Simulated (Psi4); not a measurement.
# SiNH3Cl (SMILES [NH][SiH2]Cl) at UPBE/6-311+G(d,p)

Aim: the vertical electron affinity of SiNH3Cl at UPBE/6-311+G**, from 2 runs. Input form: a Python script.

The calculation is run with Psi4 1.11.

1 further run of the same task is left out (set aside as unsound or not needed).

### 1 The structure to begin with

The species is SiNH3Cl (6 atoms), meant as a doublet with charge 0. SMILES: `[NH][SiH2]Cl`. The coordinates come from a PBE0-D4/def2-TZVP relaxation. This is one conformer, not always the lowest.

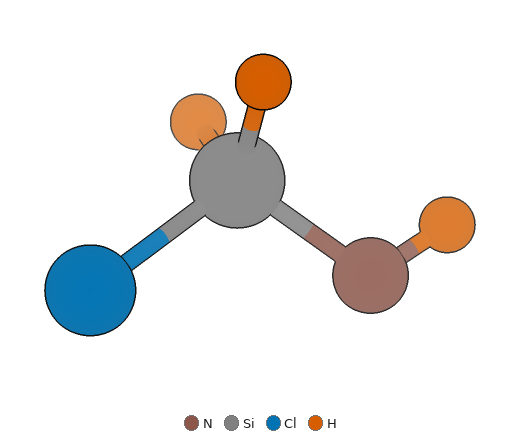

Viewed from a chosen angle; nitrogen brown, silicon grey, chlorine blue, hydrogen orange.

### 2 The energy at UPBE/6-311+G(d,p)

The input, clh3nsi.xyz:

```xyz
6
ClH3NSi
N     -1.120700    -0.619300    -0.515800
Si     0.327700     0.083100     0.143100
Cl     1.532200    -1.405400     0.854900
H     -1.761400     0.086800    -0.887700
H      1.072900     0.808700    -0.916500
H     -0.008600     0.982100     1.275900
```

The input, run.py:

```python
import psi4

psi4.set_memory(1600000000)
psi4.set_num_threads(1)
psi4.set_output_file('clh3nsi.out', False)

with open('clh3nsi.xyz') as f:
    atoms = ''.join(f.readlines()[2:])
molecule = psi4.geometry('0 2\n' + atoms + 'symmetry c1\nno_reorient\nno_com')

options = {'basis': '6-311+G**', 'reference': 'uks', 'puream': True, 'e_convergence': 1e-09, 'd_convergence': 1e-08, 'scf_type': 'pk', 'dft_radial_points': 99, 'dft_spherical_points': 590, 'maxiter': 200}
psi4.set_options(options)

E, wfn = psi4.energy("pbe", molecule=molecule, return_wfn=True)
psi4.oeprop(wfn, "WIBERG_LOWDIN_INDICES", "MULLIKEN_CHARGES", "MAYER_INDICES", title="PBE")
print(f'pbe energy: {E:.10f} Eh')
for k, v in sorted(psi4.core.scalar_variables().items()):
    print(f'{k:45s} {v:18.10f}')
```

The run is started by

```
$ python run.py
```

clh3nsi.out:

```text
[...]
  Running in c1 symmetry.
[...]
  Nuclear repulsion =  140.520318011058436
[...]
  Multiplicity = 2
[...]
  Nalpha       = 21
  Nbeta        = 20
[...]
    Number of basis functions: 100
[...]
   @UKS iter   1:  -805.01543148011547    4.85703e-01   1.20357e-02 DIIS/ADIIS
[...]
   @UKS iter  14:  -805.86236533378633   -1.00044e-11   5.87200e-09 DIIS
[...]
   @S^2 Observed:                7.529585563E-01
[...]
    Orbital Energies [Eh]
    ---------------------
    Alpha Occupied:
       1A   -100.689991     2A    -65.443389     3A    -14.018947
       4A     -9.184492     5A     -7.008516     6A     -7.001266
       7A     -7.000979     8A     -5.100071     9A     -3.512112
      10A     -3.509624    11A     -3.508627    12A     -0.790740
      13A     -0.759114    14A     -0.502682    15A     -0.412613
      16A     -0.370915    17A     -0.365106    18A     -0.296872
      19A     -0.294062    20A     -0.275266    21A     -0.274200
    Alpha Virtual:
      22A     -0.036673    23A     -0.024847    24A     -0.006860
      25A      0.019917    26A      0.020081    27A      0.043178
[...]
  @UKS Final Energy:  -805.86236533378633
   => Energetics <=
    Nuclear Repulsion Energy =            140.5203180110584356
    One-Electron Energy =               -1392.2844755551232083
    Two-Electron Energy =                 502.6649603351404494
    DFT Exchange-Correlation Energy =     -56.7631681248620339
    Empirical Dispersion Energy =           0.0000000000000000
    VV10 Nonlocal Energy =                  0.0000000000000000
    Total Energy =                       -805.8623653337863288
[...]
 Multipole Moments:
 ------------------------------------------------------------------------------------
     Multipole            Electronic (a.u.)      Nuclear  (a.u.)        Total (a.u.)
 ------------------------------------------------------------------------------------
 L = 1.  Multiply by 2.5417464519 to convert [e a0] to [Debye]
 Dipole X            :        -42.0506752           41.7500972           -0.3005779
 Dipole Y            :         48.6354387          -47.5944532            1.0409855
 Dipole Z            :        -23.6590145           23.4284466           -0.2305679
 Magnitude           :                                                    1.1077723
[...]
  Mulliken Charges: (a.u.)
   Center  Symbol    Alpha    Beta     Spin     Total
       1     N     4.19805  3.23922  0.95884 -0.43727
       2    SI     6.75233  6.79563 -0.04330  0.45204
       3    CL     8.56083  8.56362 -0.00279 -0.12445
       4     H     0.36783  0.39781 -0.02997  0.23436
       5     H     0.56048  0.50186  0.05861 -0.06234
       6     H     0.56047  0.50186  0.05861 -0.06234
   Total alpha = 21.00000, Total beta = 20.00000, Total charge =  0.00000
  Mayer Bond Indices:
[...]
```

The script printed:

```text
pbe energy: -805.8623653338 Eh
CURRENT ENERGY                                   -805.8623653338
CURRENT REFERENCE ENERGY                         -805.8623653338
DD SOLVATION ENERGY                                 0.0000000000
DFT FUNCTIONAL TOTAL ENERGY                      -805.8623653338
DFT TOTAL ENERGY                                 -805.8623653338
DFT VV10 ENERGY                                     0.0000000000
DFT XC ENERGY                                     -56.7631681249
GRID ELECTRONS ALPHA                               20.9999999712
GRID ELECTRONS BETA                                19.9999995873
GRID ELECTRONS TOTAL                               40.9999995586
NUCLEAR REPULSION ENERGY                          140.5203180111
ONE-ELECTRON ENERGY                             -1392.2844755551
PCM POLARIZATION ENERGY                             0.0000000000
PE ENERGY                                           0.0000000000
SCF ITERATION ENERGY                             -805.8623653338
SCF ITERATIONS                                     14.0000000000
SCF TOTAL ENERGY                                 -805.8623653338
TWO-ELECTRON ENERGY                               502.6649603351
XC GRID RADIAL POINTS                              99.0000000000
XC GRID SPHERICAL POINTS                          590.0000000000
XC GRID TOTAL POINTS                           337908.0000000000
```

It took 17 s on 1 thread of Intel Xeon 6975P-C (Granite Rapids), shared host; peak memory 0.79 GiB.

### 3 The singlet anion: energy and forces at PBE/6-311+G(d,p)

The input, job.py:

```python
import psi4

psi4.set_memory('1600 MB')
psi4.set_num_threads(1)
psi4.set_output_file('run.log', False)

molecule = psi4.geometry("""
-1 1
N     -1.120700    -0.619300    -0.515800
Si     0.327700     0.083100     0.143100
Cl     1.532200    -1.405400     0.854900
H     -1.761400     0.086800    -0.887700
H      1.072900     0.808700    -0.916500
H     -0.008600     0.982100     1.275900
symmetry c1
no_reorient
no_com
""")

psi4.set_options({
    'basis': '6-311+G**',
    'puream': True,
    'e_convergence': 1e-09,
    'd_convergence': 1e-08,
    'scf_type': 'pk',
    'dft_radial_points': 99,
    'dft_spherical_points': 590,
})

E, wfn = psi4.gradient('PBE', return_wfn=True)
psi4.oeprop(wfn, 'MAYER_INDICES', 'LOWDIN_CHARGES', 'WIBERG_LOWDIN_INDICES', title='PBE')
print('gradient / Eh bohr^-1')
print(E.np.round(6))
print(f'energy = {wfn.energy():.10f} Eh')
```

The run is started by

```
$ python job.py
```

run.log:

```text
[...]
  Running in c1 symmetry.
[...]
  Nuclear repulsion =  140.520318011058436
[...]
  Multiplicity = 1
[...]
  Nalpha       = 21
  Nbeta        = 21
[...]
    Number of basis functions: 100
[...]
   @RKS iter   1:  -805.26592708170756    2.35207e-01   1.20531e-02 ADIIS/DIIS
[...]
   @RKS iter  13:  -805.93904551520757   -5.91172e-12   3.82978e-09 DIIS
[...]
    Orbital Energies [Eh]
    ---------------------
    Doubly Occupied:
       1A   -100.511139     2A    -65.219728     3A    -13.699085
       4A     -9.006449     5A     -6.829668     6A     -6.823411
       7A     -6.823378     8A     -4.874498     9A     -3.287959
      10A     -3.283474    11A     -3.282276    12A     -0.586589
      13A     -0.471552    14A     -0.283132    15A     -0.175440
      16A     -0.159860    17A     -0.152374    18A     -0.105609
      19A     -0.102122    20A      0.002730    21A      0.042800
[...]
  @RKS Final Energy:  -805.93904551520757
   => Energetics <=
    Nuclear Repulsion Energy =            140.5203180110584356
    One-Electron Energy =               -1401.2656447121694328
    Two-Electron Energy =                 511.8008839164131132
    DFT Exchange-Correlation Energy =     -56.9946027305096834
    Empirical Dispersion Energy =           0.0000000000000000
    VV10 Nonlocal Energy =                  0.0000000000000000
    Total Energy =                       -805.9390455152075674
[...]
 Multipole Moments:
 ------------------------------------------------------------------------------------
     Multipole            Electronic (a.u.)      Nuclear  (a.u.)        Total (a.u.)
 ------------------------------------------------------------------------------------
 L = 1.  Multiply by 2.5417464519 to convert [e a0] to [Debye]
 Dipole X            :        -41.3056043           41.7500972            0.4444930
 Dipole Y            :         49.2272498          -47.5944532            1.6327965
 Dipole Z            :        -23.3156495           23.4284466            0.1127970
 Magnitude           :                                                    1.6959722
[...]
  -Total Gradient:
     Atom            X                  Y                   Z
    ------   -----------------  -----------------  -----------------
       1       -0.030072947337     0.000035697684    -0.014836347749
       2        0.080546628098     0.006790996347     0.039199954830
       3       -0.020444088744     0.018134806420    -0.011520119225
       4        0.001872102511    -0.003879396376     0.001229875169
       5       -0.019396858569    -0.009986452156    -0.000075102146
       6       -0.012526753953    -0.011089147140    -0.014009586797
[...]
```

On the terminal:

```text
gradient / Eh bohr^-1
[[-3.0073e-02  3.6000e-05 -1.4836e-02]
 [ 8.0547e-02  6.7910e-03  3.9200e-02]
 [-2.0444e-02  1.8135e-02 -1.1520e-02]
 [ 1.8720e-03 -3.8790e-03  1.2300e-03]
 [-1.9397e-02 -9.9860e-03 -7.5000e-05]
 [-1.2527e-02 -1.1089e-02 -1.4010e-02]]
energy = -805.9390455152 Eh
```

Run time: 14 s. Hardware: 1 thread of Intel Xeon 6975P-C (Granite Rapids), shared host; peak memory 0.79 GiB.

### 4 Outcome

Level: UPBE/6-311+G**.

| quantity | value |
| --- | --- |
| doublet SiNH3Cl: total energy | -805.86237 Eh |
| doublet SiNH3Cl: dipole moment | 2.82 D |
| doublet SiNH3Cl: HOMO energy (highest over α and β) | -6.99 eV |
| doublet SiNH3Cl: LUMO energy (lowest over α and β) | -5.36 eV |
| doublet SiNH3Cl: ⟨S²⟩ | 0.753 |
| singlet anion: total energy | -805.93905 Eh |
| singlet anion: HOMO energy | 1.16 eV |
| singlet anion: LUMO energy | 3.44 eV |
| singlet anion: HOMO–LUMO gap (to an unbound level, set by the basis) | 2.28 eV |
| singlet anion: largest force on an atom | 4.620 eV/Å |
| vertical electron affinity (to the singlet anion) | 2.087 eV |

In words: At fixed nuclei the extra electron is bound by 2.09 eV (48 kcal/mol). The HOMO (singlet anion) lies at positive energy, 1.16 eV, as semi-local functionals often give for anions; only total energies tell whether the electron is bound.
